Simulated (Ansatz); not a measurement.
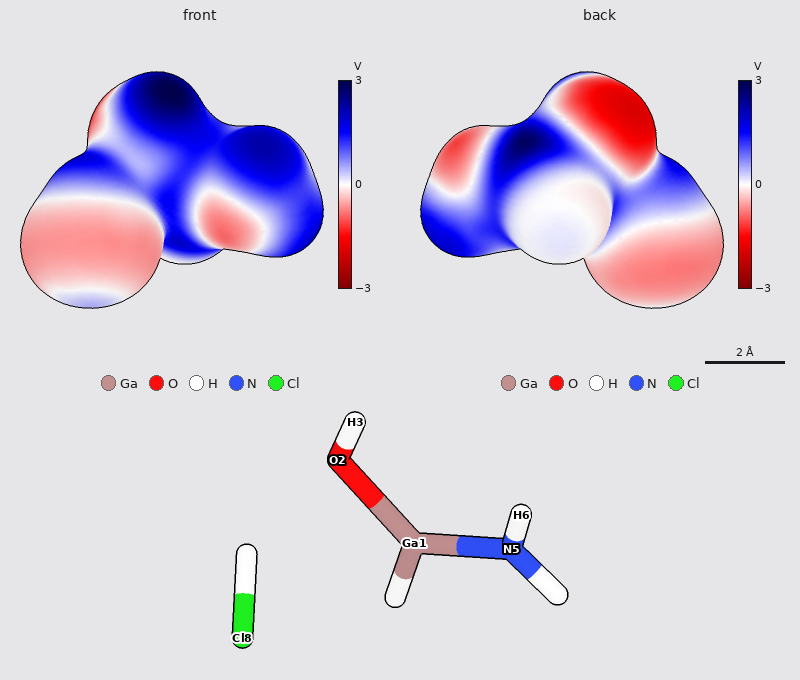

*GaH4NO···HCl. The electrostatic potential painted on the density surface at 0.004 e/bohr³, seen from the front and from behind; red is negative and blue positive. The bare structure is drawn below in the same view.*

Not at a stationary point (largest force 1.0 eV/Å).

All numbers below come from Ansatz, RKS B3LYP-D4/def2-SVP.

The calculation's input:

```
crystal:
  periodic: [false, false, false]
  atoms:
    - { symbol: Ga, position_ang: [0.0, 0.0, 0.0] }
    - { symbol: O, position_ang: [0.0, 0.0, 2.14] }
    - { symbol: H, position_ang: [-0.9095, -0.2814, 2.4771] }
    - { symbol: H, position_ang: [1.3596, 0.0, -0.785] }
    - { symbol: "N", position_ang: [-1.6714, 0.0, -0.965] }
    - { symbol: H, position_ang: [-2.3403, -0.8164, -0.8664] }
    - { symbol: H, position_ang: [-1.9204, 0.8164, -1.5936] }
    - { symbol: Cl, position_ang: [0.1138, 2.4077, 0.8009] }
    - { symbol: H, position_ang: [0.0599, 1.267, 1.9489] }
basis:
  gaussian: { orbitals: def2-SVP }
hamiltonian:
  xc: b3lyp
  dispersion: d4
relax:
  f_tol: 0.15
  max_steps: 25
  restrain:
    - { distance: [0, 7], at: 3.44, k: 30.0 }
    - { distance: [8, 1], at: 2.21, k: 30.0 }
    - { distance: [0, 1], at: 1.79, k: 30.0 }
    - { distance: [8, 7], at: 1.37, k: 30.0 }
output:
  orbitals: {}
```

Launched as:

```sh
ansatz run input.yaml --threads 2 --pin off --max-ram 3072MiB --backend cpu --events-out ev --progress --plain --runs-dir out
```

The fields are those of the run's last geometry, not of the input's.

Q: Describe the electrostatic potential map.

A: The most negative region (about −1.8 V, or −42 kcal/mol for a unit charge) lies over O2, the most positive (about +2.9 V, or +67 kcal/mol for a unit charge) over H3. Cl8 shows a σ-hole: about +0.4 V, or +9 kcal/mol for a unit charge at the tip opposite its bond, against about −0.6 V, or −14 kcal/mol for a unit charge on its flanks. O2 is the likeliest acceptor of a hydrogen bond.
